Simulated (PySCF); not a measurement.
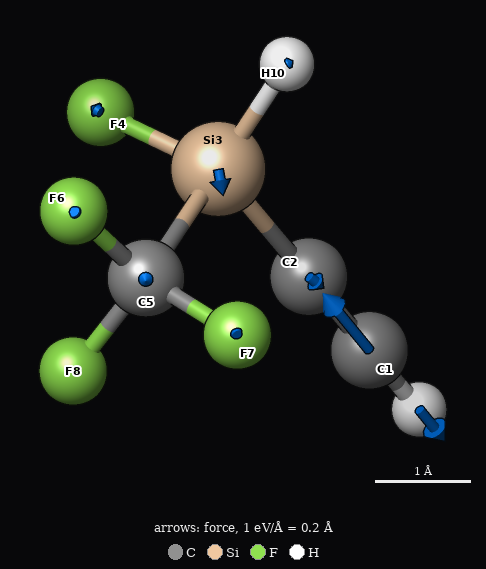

Starting geometry of C$_{3}$H$_{2}$F$_{4}$Si with the computed forces as blue arrows. A ball-and-stick model, seen from a free direction.

The start comes from GFN2-xTB. Its atoms were then displaced at random by about 0.01 Å.

Level of theory: PBE0-D3(BJ)/def2-SVP geometry optimisation, gas phase in PySCF 2.14.0, density-fitted response routines. 

Is this structure relaxed? If not, where do the atoms go?

Answer. It isn't relaxed: the largest force vector, on a C atom, is 4.79 eV/Å. The final displacements have little in common with the starting forces (cosine between the two patterns 0.29). The energy falls by 0.160 eV in 12 geometry steps. The largest move after the best rigid fit is that of an H atom, 0.12 Å. By element the largest moves are H 0.12 Å, Si 0.07 Å, F 0.05 Å, C 0.05 Å. Among the contacts that change: C–H 1.018 → 1.076 Å, C–Si 1.850 → 1.814 Å, H–Si 1.459 → 1.479 Å, F–Si 1.598 → 1.617 Å. Bond angles that change, for instance: C–Si–H 117.6° → 112.8°, C–Si–C 105.2° → 108.5°. The run took 91 s on 1 thread of Arm Neoverse V1 (shared host).
